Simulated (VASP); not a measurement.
# A VASP study of Ga2SbP (r2SCAN): structure first, properties next, part 2 of 6

Aim: relax Ga2SbP, then compute properties on the relaxed cell. The cell is invented: it takes the structure of COD entry 9008846, GaP (space group 216 there), with some of its atoms replaced by other elements, volume scaled by an estimate. It may not be a known or stable phase. The atoms of the start are displaced at random from the sites of a P-4m2 cell.

VASP 6.6.1, plane waves and PAW; the level of theory is named at each step.

So far, gap on the k-mesh (eV): step 2 (rough relaxation of the start cell) 0.476.

## (3) Full relaxation (r2SCAN)

Level of this step: r2SCAN; plane waves and PAW (Sb, Ga_d, P); invented cell (VASP).

Properties are meant for the cell that this level of theory prefers, so cell and atoms are relaxed first (ISIF = 3) until forces and stress are small; EDIFFG sets the threshold.

INCAR reads:

```
SYSTEM = Ga2SbP
PREC = Accurate
ENCUT = 400
EDIFF = 1E-06
NELM = 100
ISMEAR = 0
SIGMA = 0.05
LREAL = .FALSE.
ALGO = Normal
METAGGA = R2SCAN
LASPH = .TRUE.
NBANDS = 24
LORBIT = 11
LWAVE = .FALSE.
LCHARG = .FALSE.
KPAR = 2
IBRION = 2
NSW = 60
ISIF = 3
EDIFFG = -0.01
```

POSCAR reads:

```
Ga2SbP
1.0
    2.9038293700     -2.9035836200      0.0000000000
    2.9038293700      2.9035836200      0.0000000000
   -0.0013312600      0.0000000000      5.7582593600
Sb Ga P
1 2 1
Direct
    0.5012612020      0.4987387980      0.5000000000
    0.0013857260      0.5005696710      0.7765172180
    0.4994303290      0.9986142740      0.2234827820
    0.9998251040      0.0001748960      0.0000000000
```

KPOINTS reads:

```
Automatic mesh
0
Gamma
5 5 4
0 0 0
```

The projector-augmented-wave data sets are Sb, Ga_d and P (PBE family, release 64).

The cell reached was symmetrised within 0.01 Å before this step, which raises the operations from 1 to 2, which the run then keeps.

Started as:

```
> mpirun -np 2 vasp_std
```

Output:

```text
[banner, memory and clock lines left out]
running    2 mpi-ranks, on    1 nodes
 distrk:  each k-point on    1 cores,    2 groups
 distr:  one band on    1 cores,    1 groups

 POSCAR found type information on POSCAR SbGaP
 POSCAR found :  3 types and       4 ions
 [... a notice as in an earlier step ...]

 LDA part: xc-table for (None), standard interpolation
 POSCAR, INCAR and KPOINTS ok, starting setup
 FFT: planning ... GRIDC
 FFT: planning ... GRID_SOFT
 FFT: planning ... GRID
 WAVECAR not read
 entering main loop
       N       E                     dE             d eps       ncg     rms          rms(c)
DAV:   1     0.168722733594E+03    0.16872E+03   -0.15153E+04  1592   0.179E+03
DAV:   2    -0.403959394632E+02   -0.20912E+03   -0.20384E+03  1744   0.414E+02
DAV:   3    -0.622413456345E+02   -0.21845E+02   -0.21747E+02  1952   0.111E+02
DAV:   4    -0.627980289592E+02   -0.55668E+00   -0.55625E+00  1888   0.201E+01
DAV:   5    -0.628124179352E+02   -0.14389E-01   -0.14387E-01  2048   0.288E+00    0.544E+00
DAV:   6    -0.587022122336E+02    0.41102E+01   -0.10653E+00  2080   0.147E+01    0.361E+00
DAV:   7    -0.587014686980E+02    0.74354E-03   -0.37369E-01  1928   0.452E+00    0.160E+00
DAV:   8    -0.587066457031E+02   -0.51770E-02   -0.25327E-02  2024   0.135E+00    0.536E-01
DAV:   9    -0.587064031648E+02    0.24254E-03   -0.69589E-03  1856   0.642E-01    0.621E-02
DAV:  10    -0.587063765516E+02    0.26613E-04   -0.73470E-04  1992   0.189E-01    0.472E-02
DAV:  11    -0.587063828186E+02   -0.62670E-05   -0.90460E-05  2040   0.601E-02    0.157E-02
DAV:  12    -0.587063804190E+02    0.23996E-05   -0.51176E-06  1672   0.163E-02    0.737E-03
DAV:  13    -0.587063792123E+02    0.12067E-05   -0.26165E-06  1608   0.128E-02    0.181E-03
DAV:  14    -0.587063798893E+02   -0.67703E-06   -0.22316E-07  1200   0.607E-03
   1 F= -.58706380E+02 E0= -.58706380E+02  d E =-.587064E+02
 curvature:   0.00 expect dE= 0.000E+00 dE for cont linesearch  0.000E+00
 trial: gam= 0.00000 g(F)=  0.616E-04 g(S)=  0.652E-03 ort = 0.000E+00 (trialstep = 0.100E+01)
 search vector abs. value=  0.713E-03
 bond charge predicted
       N       E                     dE             d eps       ncg     rms          rms(c)
DAV:   1    -0.587084599429E+02   -0.20807E-02   -0.46390E-02  1968   0.207E+00    0.284E-01
DAV:   2    -0.587073955291E+02    0.10644E-02   -0.43412E-03  1896   0.953E-01    0.156E-01
DAV:   3    -0.587069082677E+02    0.48726E-03   -0.52423E-04  2304   0.316E-01    0.325E-02
DAV:   4    -0.587068999382E+02    0.83295E-05   -0.18937E-04  1816   0.129E-01    0.645E-03
DAV:   5    -0.587068964119E+02    0.35262E-05   -0.13316E-05  1984   0.326E-02    0.258E-03
DAV:   6    -0.587068958250E+02    0.58689E-06   -0.60527E-07  1104   0.100E-02
   2 F= -.58706896E+02 E0= -.58706896E+02  d E =-.515936E-03
[...]
3 F= -.58706981E+02 E0= -.58706981E+02  d E =-.600934E-03
[...]
4 F= -.58706922E+02 E0= -.58706922E+02  d E =-.541887E-03
[...]
5 F= -.58706997E+02 E0= -.58706997E+02  d E =-.617311E-03
[...]
6 F= -.58707064E+02 E0= -.58707064E+02  d E =-.672086E-04
 trial-energy change:   -0.000067  1 .order   -0.000102   -0.000308    0.000104
 step:   0.7109(harm=  0.8442)  dis= 0.00033  next Energy=   -58.707085 (dE=-0.883E-04)
 bond charge predicted
       N       E                     dE             d eps       ncg     rms          rms(c)
DAV:   1    -0.587073285554E+02   -0.26507E-03   -0.51155E-03  2104   0.884E-01    0.106E-01
DAV:   2    -0.587071548983E+02    0.17366E-03   -0.72539E-04  2016   0.405E-01    0.541E-02
DAV:   3    -0.587070933080E+02    0.61590E-04   -0.86626E-05  2400   0.129E-01    0.122E-02
DAV:   4    -0.587070878712E+02    0.54368E-05   -0.22304E-05  1880   0.497E-02    0.273E-03
DAV:   5    -0.587070866444E+02    0.12267E-05   -0.15292E-06  1224   0.128E-02    0.129E-03
DAV:   6    -0.587070856153E+02    0.10291E-05   -0.29769E-07   944   0.652E-03    0.475E-04
DAV:   7    -0.587070855618E+02    0.53472E-07   -0.88014E-08   960   0.349E-03
   7 F= -.58707086E+02 E0= -.58707086E+02  d E =-.883619E-04
 curvature:  -0.45 expect dE=-0.848E-05 dE for cont linesearch -0.444E-05
 trial: gam=-0.16373 g(F)=  0.746E-05 g(S)=  0.113E-04 ort = 0.606E-04 (trialstep = 0.105E+01)
 search vector abs. value=  0.894E-05
 reached required accuracy - stopping structural energy minimisation
```

Run time: 6.6 min. Hardware: 2 MPI ranks of Intel Xeon Platinum 8375C at 2.90GHz (Ice Lake), shared host; peak memory 0.41 GiB.

From OUTCAR (step 3):

```text
  LATTYP: Found a base centered monoclinic cell.
 ALAT       =     5.8076587400
 B/A-ratio  =     0.9999153704
 C/A-ratio  =     0.9914941238
 COS(beta)  =    -0.0002311914

 Subroutine GETGRP returns: Found  2 space group operations
 (whereof  2 operations were pure point group operations)

The static configuration has the point symmetry C_2 .

 Found     33 irreducible k-points:

   k-points           NKPTS =     33   k-points in BZ     NKDIM =     33   number of bands    NBANDS=     24

   dimension x,y,z NGX =    28 NGY =   28 NGZ =   40
   dimension x,y,z NGXF=    56 NGYF=   56 NGZF=   80

   ENCUT  =  400.0 eV  29.40 Ry    5.42 a.u.   6.70  6.70  9.39*2*pi/ulx,y,z

   NELECT =      36.0000    total number of electrons

 E-fermi :   5.0965

 k-point     1 :       0.0000    0.0000    0.0000
  band No.  band energies     occupation
    ...
     14       1.6817      2.00000
     15       1.6818      2.00000
     16       4.6161      2.00000
     17       4.8492      2.00000
     18       4.8492      2.00000
     19       5.3308      0.00000
     20       6.0147      0.00000
     21       6.9461      0.00000
     22       8.2331      0.00000
     23       8.2332      0.00000
    ...

 k-point     2 :       0.2000   -0.0000   -0.0000
  band No.  band energies     occupation
    ...
     14       0.7633      2.00000
     15       1.9190      2.00000
     16       2.5138      2.00000
     17       3.6679      2.00000
     18       4.6970      2.00000
     19       6.0705      0.00000
     20       7.3337      0.00000
     21       8.0805      0.00000
     22       8.5397      0.00000
     23       8.6318      0.00000
    ...

  Total        0.0098542      0.0102057      0.0247956      0.0000000      0.0000000     -0.0078410
  in kB        0.1627823      0.1685879      0.4095990      0.0000000      0.0000000     -0.1295252
  external PRESSURE =       0.2469898 kB  Pullay stress =       0.0000000 kB

  energy-cutoff  :      400.00
  volume of cell :       96.99
      direct lattice vectors                 reciprocal lattice vectors
     2.896095980 -2.896050805  0.000923614     0.172646217 -0.172648905 -0.000014744
     2.896095980  2.896050805  0.000923614     0.172646217  0.172648905 -0.000014744
     0.000493775  0.000000000  5.781981000    -0.000055157  0.000000000  0.172951109

 POSITION                                       TOTAL-FORCE (eV/Angst)
 -----------------------------------------------------------------------------------
      2.89634     -0.00684      2.89191        -0.000000      0.001919     -0.000000
      1.45315      1.44538      4.48838        -0.004392      0.002462      0.005166
      4.33953      1.44538      1.29545         0.004392      0.002462     -0.005166
      2.89610     -2.89495      0.00092         0.000000     -0.006842      0.000000
 -----------------------------------------------------------------------------------
    total drift:                                0.000000     -0.005612     -0.000000

  FREE ENERGIE OF THE ION-ELECTRON SYSTEM (eV)
  ---------------------------------------------------
  free  energy   TOTEN  =       -58.7070855618 eV

  energy  without entropy=      -58.7070855618  energy(sigma->0) =      -58.70708556

 total charge
# of ion       s       p       d       tot
------------------------------------------
    1        1.097   1.426   0.031   2.553
    2        0.848   0.798   9.988  11.633
    3        0.848   0.798   9.988  11.633
    4        1.016   1.477   0.000   2.493
--------------------------------------------------
tot          3.809   4.498  20.006  28.313

[... 1 part as in an earlier step ...]

[... 7 further parts left out ...]
```

The run keeps the 2 symmetry operations of its start, so it cannot find a distortion of lower symmetry.

Step by step:

| step | energy less that of the first step (eV) | largest force (eV/Å) | pressure (GPa) | volume (Å³) |
| --- | --- | --- | --- | --- |
| 1 | 0.0000 | 0.0244 | -0.07 | 97.10 |
| 2 | -0.0005 | 0.0087 | 0.05 | 96.95 |
| 3 | -0.0006 | 0.0097 | 0.09 | 96.89 |
| 4 | -0.0005 | 0.0230 | 0.19 | 96.76 |
| 5 | -0.0006 | 0.0122 | 0.12 | 96.85 |
| 6 | -0.0007 | 0.0077 | -0.05 | 97.07 |
| 7 | -0.0007 | 0.0072 | 0.02 | 96.99 |

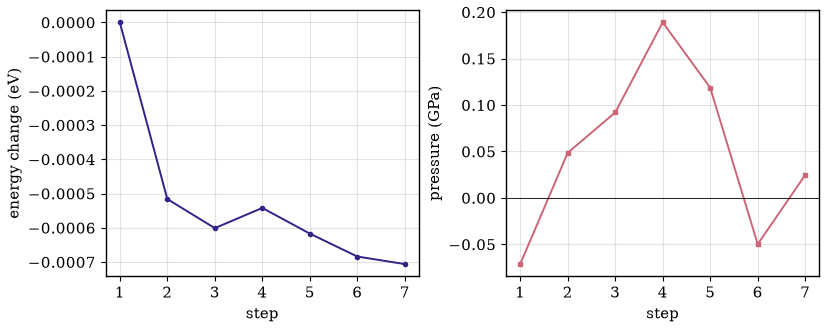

Energy and pressure along the relaxation.

| cell as run | before | after | change |
| --- | --- | --- | --- |
| a (Å) | 4.106 | 4.096 | -0.3 % |
| b (Å) | 4.106 | 4.096 | -0.3 % |
| c (Å) | 5.758 | 5.782 | +0.4 % |
| α (°) | 90.01 | 89.98 | -0.0 % |
| β (°) | 90.01 | 89.98 | -0.0 % |
| volume (Å³/atom) | 24.28 | 24.25 | -0.1 % |

The relaxed structure:

```
Sb Ga P
1.0
     2.89610   -2.89605    0.00092
     2.89610    2.89605    0.00092
     0.00049    0.00000    5.78198
Sb Ga P
1 2 1
Direct
  0.50118 0.49882 0.50000
  0.00127 0.50036 0.77619
  0.49964 0.99873 0.22381
  0.99981 0.00019 0.00000
```

Numbers from this step:

```
irreducible k-points            : 33
symmetry operations             : 2
free energy (TOTEN)             : -58.7071 eV
Fermi energy                    : 5.096 eV
pressure                        : 0.02470 GPa
SCF cycles over all ionic steps : 52
gap on the k-mesh               : 0.4816 eV
least direct gap on the k-mesh  : 0.4816 eV
```

It ends with a largest force of 0.007 eV/Å and a pressure of 0.02 GPa.

## (4) Density, ELF and potential (r2SCAN)

The relaxed cell gets a fresh self-consistent run, on a basis set for its own volume, to fix the density and to check the remaining stress.

Edit INCAR of step 3 so:

```diff
@@ -14,7 +14,5 @@
 LWAVE = .FALSE.
-LCHARG = .FALSE.
-KPAR = 2
-IBRION = 2
-NSW = 60
-ISIF = 3
-EDIFFG = -0.01
+LCHARG = .TRUE.
+ISIF = 2
+LELF = .TRUE.
+LVHAR = .TRUE.
```

POSCAR reads:

```
Ga2SbP
1.0
    2.8960959798     -2.8960508051      0.0009236138
    2.8960959798      2.8960508051      0.0009236138
    0.0004937753      0.0000000000      5.7819809996
Sb Ga P
1 2 1
Direct
    0.5011804053      0.4988195947      0.5000000000
    0.0012711293      0.5003588440      0.7761899576
    0.4996411560      0.9987288707      0.2238100424
    0.9998096703      0.0001903297      0.0000000000
```

KPOINTS is that of step 3.

Started as:

```
> mpirun -np 2 vasp_std
```

Output:

```text
[banner, memory and clock lines left out]
running    2 mpi-ranks, on    1 nodes
 distrk:  each k-point on    2 cores,    1 groups
 distr:  one band on    1 cores,    2 groups

 POSCAR found type information on POSCAR SbGaP
 POSCAR found :  3 types and       4 ions
 [... a notice as in an earlier step ...]

 LDA part: xc-table for (None), standard interpolation
 POSCAR, INCAR and KPOINTS ok, starting setup
 FFT: planning ... GRIDC
 FFT: planning ... GRID_SOFT
 FFT: planning ... GRID
 WAVECAR not read
 entering main loop
       N       E                     dE             d eps       ncg     rms          rms(c)
DAV:   1     0.172657610452E+03    0.17266E+03   -0.15099E+04  1600   0.180E+03
DAV:   2    -0.407805380106E+02   -0.21344E+03   -0.20775E+03  1800   0.420E+02
DAV:   3    -0.622465965065E+02   -0.21466E+02   -0.21375E+02  1920   0.111E+02
DAV:   4    -0.627973787213E+02   -0.55078E+00   -0.55030E+00  1928   0.203E+01
DAV:   5    -0.628109449101E+02   -0.13566E-01   -0.13564E-01  2024   0.280E+00    0.545E+00
DAV:   6    -0.587028274530E+02    0.41081E+01   -0.10611E+00  2080   0.146E+01    0.361E+00
DAV:   7    -0.587021002538E+02    0.72720E-03   -0.37602E-01  1928   0.453E+00    0.160E+00
DAV:   8    -0.587072000825E+02   -0.50998E-02   -0.25149E-02  2032   0.136E+00    0.537E-01
DAV:   9    -0.587069317546E+02    0.26833E-03   -0.69740E-03  1880   0.637E-01    0.620E-02
DAV:  10    -0.587069074443E+02    0.24310E-04   -0.74433E-04  2056   0.190E-01    0.474E-02
DAV:  11    -0.587069127748E+02   -0.53304E-05   -0.87844E-05  1936   0.593E-02    0.157E-02
DAV:  12    -0.587069103992E+02    0.23756E-05   -0.54103E-06  1696   0.168E-02    0.721E-03
DAV:  13    -0.587069094137E+02    0.98552E-06   -0.25915E-06  1552   0.131E-02
   1 F= -.58706909E+02 E0= -.58706909E+02  d E =-.973591E-13
```

Elapsed: 78 s, on 2 MPI ranks; peak memory 0.33 GiB; 2.6 min of CPU time.

OUTCAR, selected parts (step 4):

```text
  LATTYP: Found a base centered monoclinic cell.
 ALAT       =     5.7921922542
 B/A-ratio  =     0.9999843507
 C/A-ratio  =     0.9982370693
 COS(beta)  =    -0.0004043158

The static configuration has the point symmetry C_2 .

 Found     33 irreducible k-points:

   ENCUT  =  400.0 eV  29.40 Ry    5.42 a.u.   6.68  6.68  9.43*2*pi/ulx,y,z

   NELECT =      36.0000    total number of electrons

 E-fermi :   5.0968

 k-point     1 :       0.0000    0.0000    0.0000
  band No.  band energies     occupation
    ...
     14       1.6818      2.00000
     15       1.6819      2.00000
     16       4.6162      2.00000
     17       4.8492      2.00000
     18       4.8492      2.00000
     19       5.3309      0.00000
     20       6.0148      0.00000
     21       6.9461      0.00000
     22       8.2332      0.00000
     23       8.2333      0.00000
    ...

 k-point     2 :       0.2000    0.0000    0.0000
  band No.  band energies     occupation
    ...
     14       0.7634      2.00000
     15       1.9192      2.00000
     16       2.5138      2.00000
     17       3.6680      2.00000
     18       4.6970      2.00000
     19       6.0705      0.00000
     20       7.3338      0.00000
     21       8.0805      0.00000
     22       8.5398      0.00000
     23       8.6319      0.00000
    ...

  Total       -0.0187097     -0.0183332     -0.0011416      0.0000000      0.0000000     -0.0075095
  in kB       -0.3090661     -0.3028462     -0.0188589      0.0000000      0.0000000     -0.1240492
  external PRESSURE =      -0.2102571 kB  Pullay stress =       0.0000000 kB

 POSITION                                       TOTAL-FORCE (eV/Angst)
 -----------------------------------------------------------------------------------
      2.89634     -0.00684      2.89191         0.000000      0.002004     -0.000000
      1.45315      1.44538      4.48838        -0.004021      0.002334      0.005624
      4.33953      1.44538      1.29545         0.004021      0.002334     -0.005624
      2.89610     -2.89495      0.00092         0.000000     -0.006673      0.000000
 -----------------------------------------------------------------------------------
    total drift:                                0.000000     -0.005949      0.000000

  FREE ENERGIE OF THE ION-ELECTRON SYSTEM (eV)
  ---------------------------------------------------
  free  energy   TOTEN  =       -58.7069094137 eV

  energy  without entropy=      -58.7069094137  energy(sigma->0) =      -58.70690941

[... 5 parts as in an earlier step ...]

[... 7 further parts left out ...]
```

Numbers from this step:

```yaml
scf_cycles: 13
free_energy_toten: -58.7069 eV
fermi_energy: 5.097 eV
pressure: -0.02103 GPa
gap_on_the_k_mesh: 0.4817 eV
least_direct_gap_on_the_k_mesh: 0.4817 eV
```

Valence electrons inside each PAW sphere by angular momentum. Sphere charges, by row:

| atom | s (e) | p (e) | d (e) | tot (e) |
| --- | --- | --- | --- | --- |
| Sb1 | 1.097 | 1.426 | 0.031 | 2.553 |
| Ga2 | 0.848 | 0.798 | 9.988 | 11.63 |
| Ga3 | 0.848 | 0.798 | 9.988 | 11.63 |
| P4 | 1.016 | 1.477 | 0 | 2.493 |

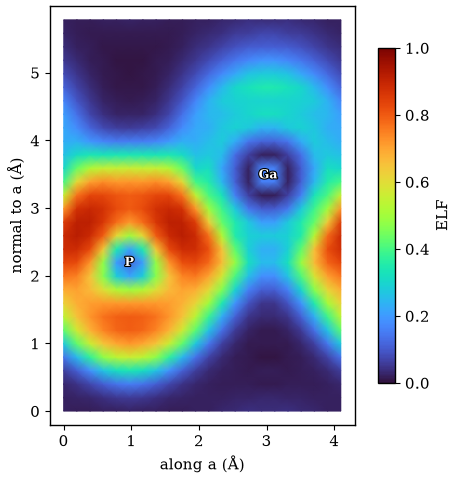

ELF in the ac plane at fractional y = 0.000, with atoms of Ga and P within 0.2 Å of it. It is the smooth field of the valence electrons, not physical close to the nuclei. The map starts off the cell's origin, so that atoms lie inside it.

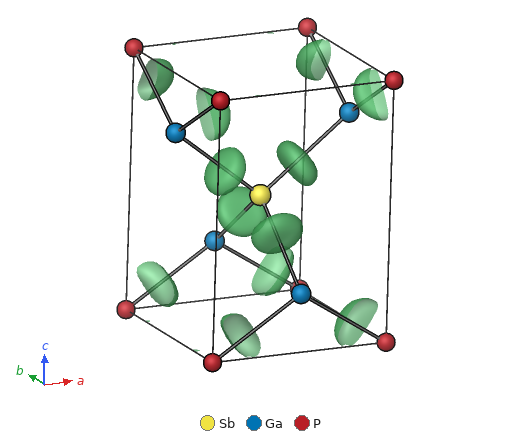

Surface of ELF = 0.83.

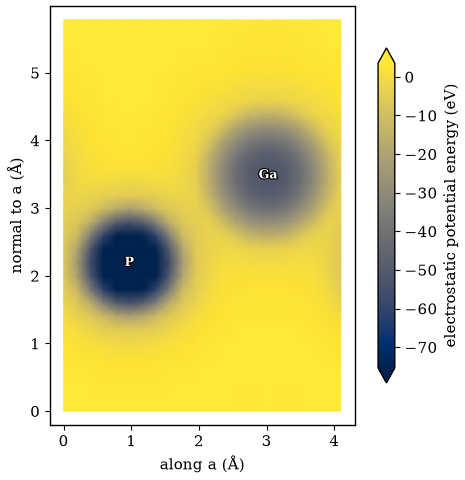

Electrostatic potential energy in the ac plane at fractional y = 0.000, with atoms of Ga and P within 0.2 Å of it. With pseudopotentials it is smooth inside the atoms' cores, unlike the true potential. The map starts off the cell's origin, so that atoms lie inside it.

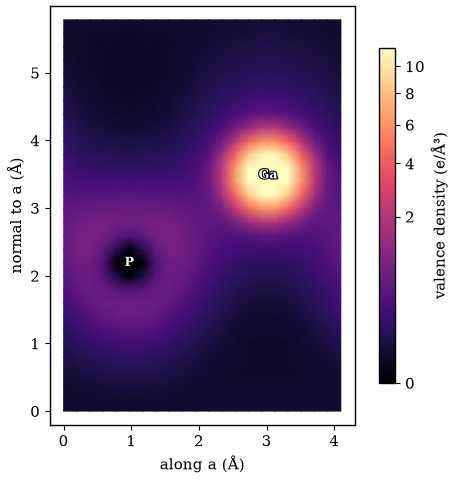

Valence density in the ac plane at fractional y = 0.000, with atoms of Ga and P within 0.2 Å of it. It is the smooth field of the valence electrons, not physical close to the nuclei. The map starts off the cell's origin, so that atoms lie inside it. The colour scale is stretched toward low values.

In this run the pressure is -0.02 GPa, small enough to go on.

(Part 2 of 6 ends here.)

[Lines on the potential files, build, host, timing and source positions are cut from VASP's logs without a mark.]

[Logs are printed without paths, hosts, clocks, repeated set-up lines and the standing remarks that a program may print on its own settings, such as how far it seeks lower states.]

[Hosts, paths, dates, database ids (printed as entryN), source tags and the programs' standing remarks are cut or masked in the printed files.]

[A measured line is paired with the nearest computed mode of its activity, which favours agreement.]

[In band tables of VASP the shares of atoms and orbitals are scaled to a sum of 1 inside the atoms' spheres.]
